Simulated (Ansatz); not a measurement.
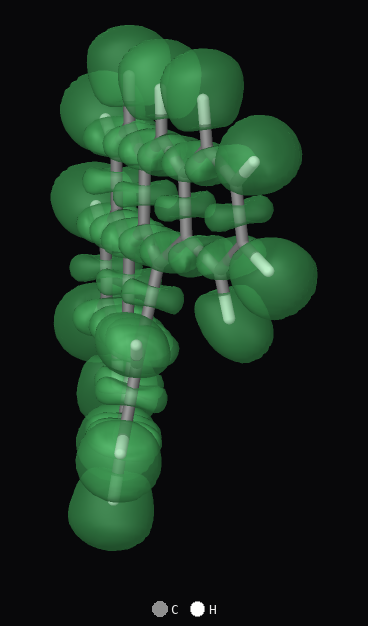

The picture shows: C24H14 (dbal) (charge +2, triplet). Isosurface of the ELF at 0.75 (green), seen at an oblique angle. Core shells and regions of very low density are left out.

These are results of Ansatz 0.2.0, DFT custom functional, Gaussian basis def2-SVP, not measurements.

The calculation's input:

```
crystal:
  periodic: [false, false, false]
  atoms:
    - { symbol: C, position_ang: [4.82559628, -0.5532349, 1.04875497] }
    - { symbol: C, position_ang: [4.28542507, 0.71498612, 1.21706241] }
    - { symbol: C, position_ang: [2.94683259, 0.96057999, 0.97949182] }
    - { symbol: C, position_ang: [2.03087782, -0.03780865, 0.53256622] }
    - { symbol: C, position_ang: [2.58081318, -1.31672427, 0.46854034] }
    - { symbol: C, position_ang: [3.93558323, -1.5870036, 0.67480523] }
    - { symbol: C, position_ang: [1.74116367, -2.42606068, 0.22533953] }
    - { symbol: C, position_ang: [0.3533235, -2.22778852, 0.13409716] }
    - { symbol: C, position_ang: [-0.46346785, -3.38585993, 0.05399245] }
    - { symbol: C, position_ang: [-1.83557513, -3.26773836, -0.00912031] }
    - { symbol: C, position_ang: [-2.42242944, -1.98123889, -0.01199123] }
    - { symbol: C, position_ang: [-3.82925417, -1.92262766, -0.05354083] }
    - { symbol: C, position_ang: [-4.45027792, -0.68780876, -0.00970022] }
    - { symbol: C, position_ang: [-3.66465914, 0.46199715, -0.00096325] }
    - { symbol: C, position_ang: [-2.24598271, 0.43094859, -0.0003065] }
    - { symbol: C, position_ang: [-1.42948594, 1.60830118, -0.06800286] }
    - { symbol: C, position_ang: [-2.00146258, 2.91829238, -0.19518817] }
    - { symbol: C, position_ang: [-1.19557202, 4.06979187, -0.40343609] }
    - { symbol: C, position_ang: [0.17464543, 3.91149699, -0.52307167] }
    - { symbol: C, position_ang: [0.7143511, 2.65516115, -0.38954472] }
    - { symbol: C, position_ang: [0.00483148, 1.50161738, -0.05530415] }
    - { symbol: C, position_ang: [0.64308645, 0.19821272, 0.19915617] }
    - { symbol: C, position_ang: [-0.20906054, -0.95118195, 0.12501947] }
    - { symbol: C, position_ang: [-1.60587022, -0.83344931, 0.04722338] }
    - { symbol: H, position_ang: [5.85634493, -0.74804373, 1.23509788] }
    - { symbol: H, position_ang: [4.95878216, 1.52846163, 1.56122087] }
    - { symbol: H, position_ang: [2.58355236, 1.98048663, 1.20896331] }
    - { symbol: H, position_ang: [4.33935563, -2.58584923, 0.60463088] }
    - { symbol: H, position_ang: [2.14977063, -3.40915118, 0.21462896] }
    - { symbol: H, position_ang: [-0.02584657, -4.40467738, 0.03866159] }
    - { symbol: H, position_ang: [-2.44290079, -4.16937417, -0.05842996] }
    - { symbol: H, position_ang: [-4.43501705, -2.81642708, -0.05361454] }
    - { symbol: H, position_ang: [-5.51832928, -0.61469437, -0.03984206] }
    - { symbol: H, position_ang: [-4.18546851, 1.42670286, -0.03103537] }
    - { symbol: H, position_ang: [-3.05362741, 3.08575486, -0.16878529] }
    - { symbol: H, position_ang: [-1.67382014, 5.02508418, -0.53769527] }
    - { symbol: H, position_ang: [0.79002062, 4.7850006, -0.76600648] }
    - { symbol: H, position_ang: [1.79843928, 2.59798802, -0.55904342] }
magnetization:
  spin_polarized: true
  initial_magnetization: 2
total_charge: 2
basis:
  gaussian: { orbitals: def2-SVP }
hamiltonian:
  xc: { name: B3LYP }
relax:
  f_tol: 0.015
  max_steps: 80
output:
  orbitals: {}
```

Command:

```sh
ansatz run input.yaml --threads 8 --pin off --max-ram 20480MiB --backend cpu --events-out ev --progress --plain --runs-dir out
```

The fields are those of the relaxed geometry.

Q: Identify the bonds, lone pairs and shells in this picture.

A: At this value the surface marks out 29 regions between bonded C–C atoms (shared pairs) and 14 regions around hydrogen nuclei. Profiles from the grid: C–C (1.38 Å): the ELF peaks at about 0.95 between the atoms (a covalent bond). C–H (1.09 Å): the ELF climbs to about 1 towards the hydrogen, as it does in any bond to H: an ordinary covalent bond to hydrogen.
